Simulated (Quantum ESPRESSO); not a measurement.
# FeNi3: orders under volume

How does volume change the magnetic state of FeNi3?

Program: Quantum ESPRESSO 7.5. Level of theory: PBE; plane waves with GBRV 1.5 PBE potentials, no spin-orbit coupling. Results are calculated unless marked as measured.

**1. Starting point**

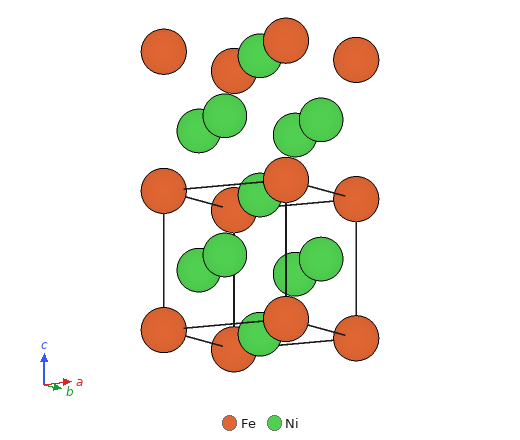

Start, viewed from a free direction; iron orange, nickel green. 1×1×2 cells are drawn. Some periodic images of atoms are drawn too.

The lattice constants were typed from memory of published values and not checked against a source.

**2. Volume 0.91, ferro ++++**

All lengths scale alike; the factor is that of the volume. Atoms keep their fractional places. Seeded atoms are those given a starting moment.

pw.in

```
&CONTROL
  calculation = 'scf'
  prefix = 'pwscf'
  outdir = './tmp'
  pseudo_dir = './pseudo'
  disk_io = 'nowf'
  tprnfor = .true.
  tstress = .true.
/
&SYSTEM
  ibrav = 0
  celldm(1) = 8
  nat = 4
  ntyp = 2
  ecutwfc = 40
  ecutrho = 280
  nbnd = 48
  occupations = 'smearing'
  smearing = 'fd'
  degauss = 0.00367493
  nspin = 2
  starting_magnetization(1) = 0.175
  starting_magnetization(2) = 0.0556
/
&ELECTRONS
  conv_thr = 8d-09
  electron_maxstep = 150
  mixing_beta = 0.3
/
ATOMIC_SPECIES
Fe     55.8450 fe_pbe_v1.5.uspp.F.UPF
Ni     58.6934 ni_pbe_v1.4.uspp.F.UPF
CELL_PARAMETERS alat
   0.8133008352402    0.0000000000000    0.0000000000000
   0.0000000000000    0.8133008352402    0.0000000000000
   0.0000000000000    0.0000000000000    0.8133008352402
ATOMIC_POSITIONS crystal
Fe      0.0000000000    0.0000000000    0.0000000000
Ni      0.0000000000    0.5000000000    0.5000000000
Ni      0.5000000000    0.0000000000    0.5000000000
Ni      0.5000000000    0.5000000000    0.0000000000
K_POINTS automatic
8 8 8 0 0 0
```

Command:

```sh
$ OMP_NUM_THREADS=1 mpirun -n 4 pw.x -nk 4 -in pw.in > pw.out
```

Output:

```text
Program PWSCF v.7.5 starts

     Message from routine setup:
     using ibrav=0 with symmetry is DISCOURAGED, use correct ibrav instead

     K-points division:     npool     =       4
     Subspace diagonalization in iterative solution of the eigenvalue problem:

     bravais-lattice index     =            0
     lattice parameter (alat)  =       8.0000  a.u.
     unit-cell volume          =     275.4378 (a.u.)^3
     number of atoms/cell      =            4
     number of atomic types    =            2
     number of electrons       =        70.00
     number of Kohn-Sham states=           48
     kinetic-energy cutoff     =      40.0000  Ry
     charge density cutoff     =     280.0000  Ry
     scf convergence threshold =      8.0E-09
     mixing beta               =       0.3000
     number of iterations used =            8  plain     mixing
     Exchange-correlation=  SLA  PW   PBX  PBC
                           (   1   4   3   4   0   0   0)

     celldm(1)=   8.000000  celldm(2)=   0.000000  celldm(3)=   0.000000
     celldm(4)=   0.000000  celldm(5)=   0.000000  celldm(6)=   0.000000

     crystal axes: (cart. coord. in units of alat)
               a(1) = (   0.813301   0.000000   0.000000 )
               a(2) = (   0.000000   0.813301   0.000000 )
               a(3) = (   0.000000   0.000000   0.813301 )

     reciprocal axes: (cart. coord. in units 2 pi/alat)
               b(1) = (  1.229557  0.000000  0.000000 )
               b(2) = (  0.000000  1.229557  0.000000 )
               b(3) = (  0.000000  0.000000  1.229557 )

     PseudoPot. # 1 for Fe read from file:
     fe_pbe_v1.5.uspp.F.UPF
     Pseudo is Ultrasoft + core correction, Zval = 16.0

     PseudoPot. # 2 for Ni read from file:
     ni_pbe_v1.4.uspp.F.UPF
     Pseudo is Ultrasoft + core correction, Zval = 18.0

     atomic species   valence    mass     pseudopotential
     Fe               16.00    55.84500     Fe( 1.00)
     Ni               18.00    58.69340     Ni( 1.00)

     Starting magnetic structure
     atomic species   magnetization
     Fe              0.175
     Ni              0.056

     48 Sym. Ops., with inversion, found

   Cartesian axes

     site n.     atom                  positions (alat units)
         1        Fe     tau(   1) = (   0.0000000   0.0000000   0.0000000  )
         2        Ni     tau(   2) = (   0.0000000   0.4066504   0.4066504  )
         3        Ni     tau(   3) = (   0.4066504   0.0000000   0.4066504  )
         4        Ni     tau(   4) = (   0.4066504   0.4066504   0.0000000  )

     number of k points=    35  Fermi-Dirac smearing, width (Ry)=  0.0037
                       cart. coord. in units 2pi/alat
        k(    1) = (   0.0000000   0.0000000   0.0000000), wk =   0.0019531
        k(    2) = (   0.0000000   0.0000000   0.1536947), wk =   0.0117188
        k(    3) = (   0.0000000   0.0000000   0.3073893), wk =   0.0117188
        k(    4) = (   0.0000000   0.0000000   0.4610840), wk =   0.0117188
        k(    5) = (   0.0000000   0.0000000  -0.6147787), wk =   0.0058594
        [... 30 further k-points ...]

     Dense  grid:    21879 G-vectors     FFT dimensions: (  36,  36,  36)

     Smooth grid:     9435 G-vectors     FFT dimensions: (  27,  27,  27)

     Check: negative core charge=   -0.000038
     Generating pointlists ...
     new r_m :   0.2372 (alat units)  1.8978 (a.u.) for type    1
     new r_m :   0.2372 (alat units)  1.8978 (a.u.) for type    2

     Initial potential from superposition of free atoms

     starting charge      63.0000, renormalised to      70.0000
     Starting wfcs are   52 randomized atomic wfcs

     Self-consistent Calculation

     iteration #  1     ecut=    40.00 Ry     beta= 0.30
     Davidson diagonalization with overlap
     ethr =  1.00E-02,  avg # of iterations =  4.0

     total energy              =   -1256.24392105 Ry
     estimated scf accuracy    <      99.74337700 Ry

     total magnetization       =     1.85 Bohr mag/cell
     absolute magnetization    =     1.87 Bohr mag/cell

     iteration #  2     ecut=    40.00 Ry     beta= 0.30
     Davidson diagonalization with overlap
     ethr =  1.00E-02,  avg # of iterations =  3.0

     total energy              =   -1275.37473480 Ry
     estimated scf accuracy    <      51.22257605 Ry

     total magnetization       =     0.13 Bohr mag/cell
     absolute magnetization    =     0.22 Bohr mag/cell

     [... further iterations left out ...]

     iteration # 24     ecut=    40.00 Ry     beta= 0.30
     Davidson diagonalization with overlap
     ethr =  1.78E-09,  avg # of iterations =  1.0

     total energy              =   -1280.19204782 Ry
     estimated scf accuracy    <       0.00000002 Ry

     total magnetization       =     4.71 Bohr mag/cell
     absolute magnetization    =     5.18 Bohr mag/cell

     iteration # 25     ecut=    40.00 Ry     beta= 0.30
     Davidson diagonalization with overlap
     ethr =  2.74E-11,  avg # of iterations =  1.5

     Magnetic moment per site  (integrated on atomic sphere of radius R)
     atom   1 (R=0.237)  charge= 14.3437  magn=  2.8226
     atom   2 (R=0.237)  charge= 16.6963  magn=  0.6773
     atom   3 (R=0.237)  charge= 16.6963  magn=  0.6773
     atom   4 (R=0.237)  charge= 16.6963  magn=  0.6773

     End of self-consistent calculation

     [... lines left out ...]
     the Fermi energy is    20.0144 ev

!    total energy              =   -1280.19204782 Ry
     estimated scf accuracy    <          1.4E-09 Ry
     smearing contrib. (-TS)   =      -0.00190367 Ry
     internal energy E=F+TS    =   -1280.19014415 Ry

     The total energy is F=E-TS. E is the sum of the following terms:
     one-electron contribution =    -657.03318854 Ry
     hartree contribution      =     377.28129216 Ry
     xc contribution           =    -136.17927296 Ry
     ewald contribution        =    -864.25897482 Ry

     total magnetization       =     4.71 Bohr mag/cell
     absolute magnetization    =     5.18 Bohr mag/cell

     convergence has been achieved in  25 iterations

     Forces acting on atoms (cartesian axes, Ry/au):

     atom    1 type  1   force =     0.00000000    0.00000000    0.00000000
     atom    2 type  2   force =     0.00000000    0.00000000    0.00000000
     atom    3 type  2   force =     0.00000000    0.00000000    0.00000000
     atom    4 type  2   force =     0.00000000    0.00000000    0.00000000

     Total force =     0.000000     Total SCF correction =     0.000000

     Computing stress (Cartesian axis) and pressure

          total   stress  (Ry/bohr**3)                   (kbar)     P=      153.75
   0.00104514   0.00000000   0.00000000          153.75        0.00        0.00
   0.00000000   0.00104514   0.00000000            0.00      153.75        0.00
   0.00000000   0.00000000   0.00104514            0.00        0.00      153.75

=------------------------------------------------------------------------------=
   JOB DONE.
=------------------------------------------------------------------------------=
```

Elapsed: 37 s, on 4 MPI ranks of Arm Neoverse V2, shared host; peak memory 0.36 GiB.

Spin moment in the atom's sphere by atom:

```csv
atom,spin moment in the atom's sphere (μB)
Fe1,2.82
Ni2,0.68
Ni3,0.68
Ni4,0.68
```

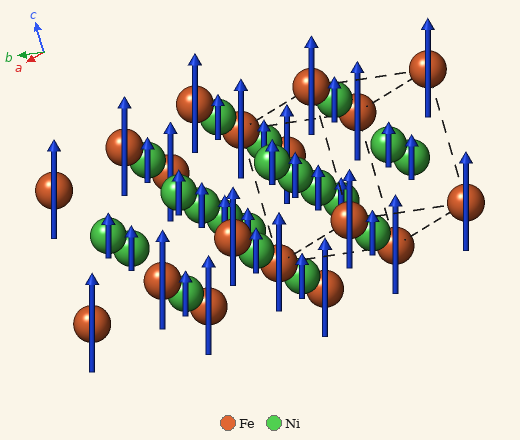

Spin moment in the atom's sphere as arrows, the longest 2.82 μB. Up and down stand for the sign. Arrows give size and sign along the axis of quantisation, drawn up and down the page. Each arrow also spans its atom, so small moments look longer than they are. 2×2×1 cells are drawn. Some periodic images of atoms are drawn too.

Numbers from this step:

* smearing term TS: 0.02590 eV
* pressure: 15.37 GPa
* magnetization: 4.713 μB
* absolute magnetization: 5.184 μB
* final state: ferromagnetic

**3. Volume 0.91, no spin polarisation**

Edit pw.in of step 2 so:

```diff
@@ -16,3 +16,3 @@
   ecutrho = 280
-  nbnd = 48
+  nbnd = 45
   occupations = 'smearing'
@@ -20,5 +20,2 @@
   degauss = 0.00367493
-  nspin = 2
-  starting_magnetization(1) = 0.175
-  starting_magnetization(2) = 0.0556
 /
```

Output:

```text
     [... lines left out ...]
Program PWSCF v.7.5 starts
     [... lines left out ...]
     number of atoms/cell      =            4
     [... lines left out ...]
     number of electrons       =        70.00
     number of Kohn-Sham states=           45
     kinetic-energy cutoff     =      40.0000  Ry
     charge density cutoff     =     280.0000  Ry
     scf convergence threshold =      8.0E-09
     [... lines left out ...]
     48 Sym. Ops., with inversion, found
     [... lines left out ...]
     number of k points=    35  Fermi-Dirac smearing, width (Ry)=  0.0037
     [... lines left out ...]
     iteration # 15     ecut=    40.00 Ry     beta= 0.30
     [... lines left out ...]
     the Fermi energy is    19.6920 ev
!    total energy              =   -1280.12275424 Ry
     estimated scf accuracy    <          3.5E-09 Ry
     smearing contrib. (-TS)   =      -0.00538572 Ry
     [... lines left out ...]
     convergence has been achieved in  15 iterations
     [... lines left out ...]
     Total force =     0.000000     Total SCF correction =     0.000000
     [... lines left out ...]
          total   stress  (Ry/bohr**3)                   (kbar)     P=       59.83
     [... lines left out ...]
```

Wall time 12 s (4 MPI ranks); peak memory 0.31 GiB; 49 s of CPU time.

Numbers from this step:

- smearing term TS: 0.07328 eV
- pressure: 5.983 GPa
- final state: non-magnetic (no spin polarisation)

**4. Volume 1.09, ferro ++++**

Edit pw.in of step 3 so:

```diff
@@ -16,3 +16,3 @@
   ecutrho = 280
-  nbnd = 45
+  nbnd = 48
   occupations = 'smearing'
@@ -20,2 +20,5 @@
   degauss = 0.00367493
+  nspin = 2
+  starting_magnetization(1) = 0.175
+  starting_magnetization(2) = 0.0556
 /
@@ -30,5 +33,5 @@
 CELL_PARAMETERS alat
-   0.8133008352402    0.0000000000000    0.0000000000000
-   0.0000000000000    0.8133008352402    0.0000000000000
-   0.0000000000000    0.0000000000000    0.8133008352402
+   0.8637331475146    0.0000000000000    0.0000000000000
+   0.0000000000000    0.8637331475146    0.0000000000000
+   0.0000000000000    0.0000000000000    0.8637331475146
 ATOMIC_POSITIONS crystal
```

Output:

```text
     [... lines left out ...]
Program PWSCF v.7.5 starts
     [... lines left out ...]
     number of atoms/cell      =            4
     [... lines left out ...]
     number of electrons       =        70.00
     number of Kohn-Sham states=           48
     kinetic-energy cutoff     =      40.0000  Ry
     charge density cutoff     =     280.0000  Ry
     scf convergence threshold =      8.0E-09
     [... lines left out ...]
     48 Sym. Ops., with inversion, found
     [... lines left out ...]
     number of k points=    35  Fermi-Dirac smearing, width (Ry)=  0.0037
     [... lines left out ...]
     iteration # 30     ecut=    40.00 Ry     beta= 0.30
     [... lines left out ...]
     Magnetic moment per site  (integrated on atomic sphere of radius R)
     atom   1 (R=0.252)  charge= 14.4567  magn=  3.0708
     atom   2 (R=0.252)  charge= 16.8304  magn=  0.7347
     atom   3 (R=0.252)  charge= 16.8304  magn=  0.7347
     atom   4 (R=0.252)  charge= 16.8304  magn=  0.7347
     [... lines left out ...]
     the Fermi energy is    16.0016 ev
!    total energy              =   -1280.19350838 Ry
     estimated scf accuracy    <          2.9E-09 Ry
     smearing contrib. (-TS)   =      -0.00189401 Ry
     [... lines left out ...]
     total magnetization       =     5.08 Bohr mag/cell
     absolute magnetization    =     5.68 Bohr mag/cell
     convergence has been achieved in  30 iterations
     [... lines left out ...]
     Total force =     0.000000     Total SCF correction =     0.000000
     [... lines left out ...]
          total   stress  (Ry/bohr**3)                   (kbar)     P=     -192.62
     [... lines left out ...]
```

Elapsed: 47 s, on 4 MPI ranks; peak memory 0.4 GiB; 3.1 min of CPU time.

Read from the output:

| Quantity | Value |
| --- | --- |
| smearing term TS | 0.02577 eV |
| pressure | -19.26 GPa |
| magnetization | 5.081 μB |
| absolute magnetization | 5.676 μB |
| final state | ferromagnetic |
| largest moment | 3.071 μB |

**5. All points**

The runs not shown differ from these in the moved quantity alone.

States, by row:

```csv
volume,ferro ++++,no spin polarisation
0.91,ferromagnetic,non-magnetic
0.94,ferromagnetic,non-magnetic
0.97,ferromagnetic,non-magnetic
1,ferromagnetic,non-magnetic
1.03,non-magnetic,non-magnetic
1.06,non-magnetic,non-magnetic
1.09,ferromagnetic,non-magnetic
```

Largest site moment, ferro ++++ against volume:

```csv
volume (factor),"largest site moment, ferro ++++ (μB)"
0.9100,2.82
0.9400,2.88
0.9700,2.93
1.0000,2.97
1.0300,2.6e-4
1.0600,0.00155
1.0900,3.07
```

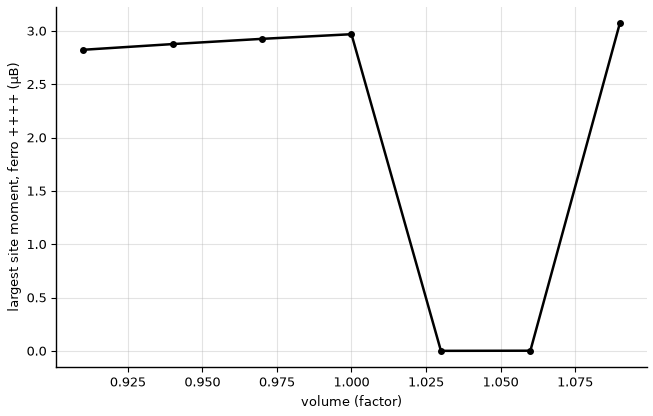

Largest site moment, ferro ++++ against volume.

Table of energy less that of the parallel start, no spin polarisation by volume:

```csv
volume (factor),"energy less that of the parallel start, no spin polarisation (meV a seeded atom)"
0.9100,236
0.9400,255
0.9700,274
1.0000,291
1.0300,-0.0279
1.0600,-0.0281
1.0900,339
```

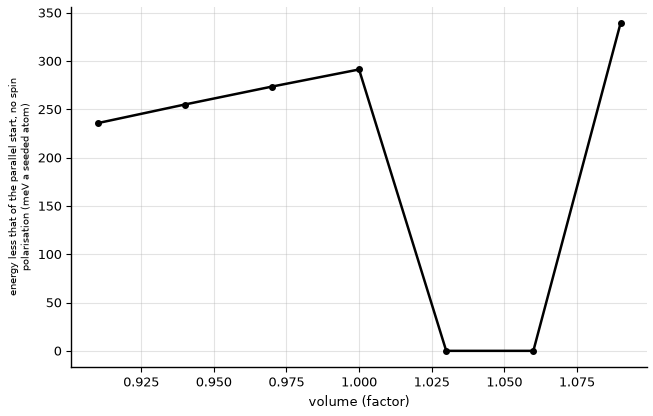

Energy less that of the parallel start, no spin polarisation, plotted against volume.

Table of energy over the lowest by volume; values in meV an atom:

```csv
volume (factor),ferro ++++,no spin polarisation
0.9100,56.8,292
0.9400,22.1,277
0.9700,4.04,278
1.0000,0,291
1.0300,316,316
1.0600,350,350
1.0900,51.8,391
```

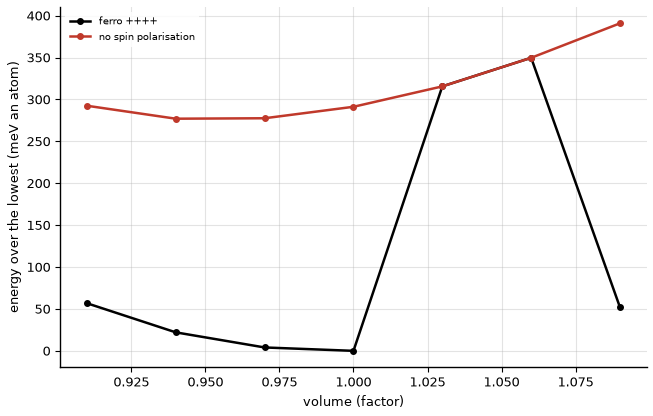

Energy over the lowest against volume.

**6. Summary of results**

| Quantity | Value |
| --- | --- |
| moment, parallel start | 2.6e-4 to 3.07 μB |
| states met from these starts | ferromagnetic and non-magnetic |

What this shows: The parallel start holds a moment of 0.15 μB or more only at 0.91, 0.94, 0.97, 1 and 1.09. The energy against the spinless run jumps between two points, so runs change to another solution there. The moment comes and goes along the series, which is no trend: it can come from the settings or from runs caught in different solutions. Only a parallel start was run beside the spinless one, so opposed or spiral orders, which may lie lower, are not probed.

[Logs and program files are shortened in this print: banners, set-up blocks, solver, clock and traceback lines can be left out without a mark of their own.]

[Logs are printed without paths, hosts, clocks, repeated set-up lines and the standing remarks that a program may print on its own settings, such as how far it seeks lower states.]

[Hosts, paths, dates, database ids (printed as entryN), source tags and the programs' standing remarks are cut or masked in the printed files.]

[Where a cell is said to come from a database of computed structures, the database is the Materials Project.]
